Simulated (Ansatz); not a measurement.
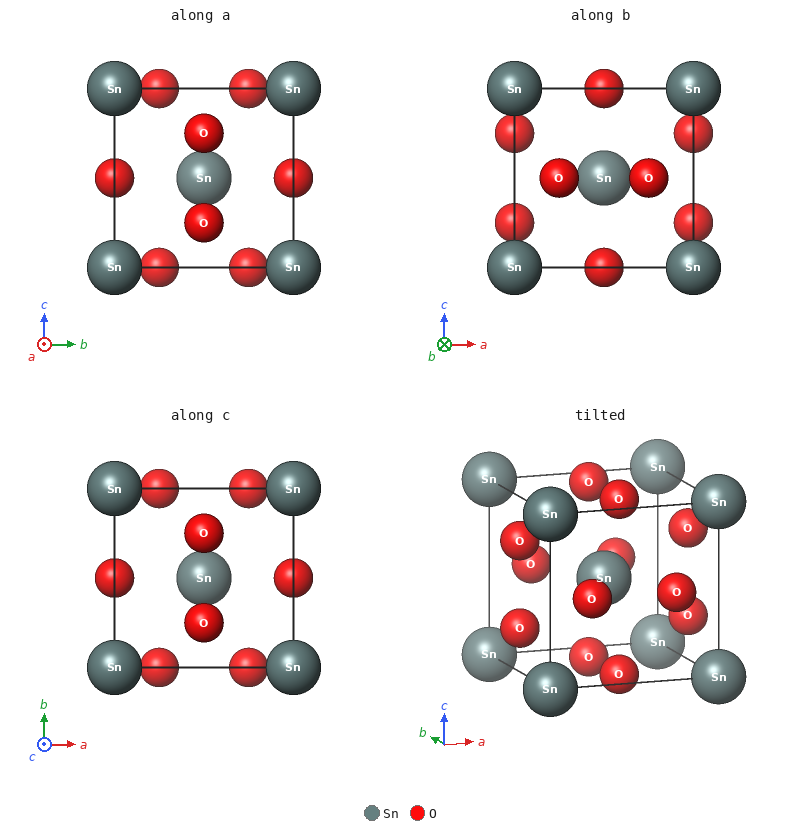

View along the a axis, along the b axis, along the c axis and slightly off an axis, drawn as a spheres-only model. Atoms at the boundary of the conventional unit cell (the box) are drawn once for each face, edge or corner they touch.

Lattice parameters: a = 4.219 Å, b = 4.219 Å, c = 4.219 Å, α = 90.00°, β = 90.00°, γ = 90.00°.

Q: Write down what is shown as a table of Wyckoff sites.

A: Space group Pm-3n (No. 223).
```
atom  site       x       y       z
  Sn    2a  0.5000  0.5000  0.5000
   O    6c  0.5000  0.2500  0.0000
```

The starting point was a structure type filled with these elements by a generator (whether the compound takes this form wasn't checked). Earlier steps of the study may have refined or changed the cell and positions. It was the input of a calculation with Ansatz.
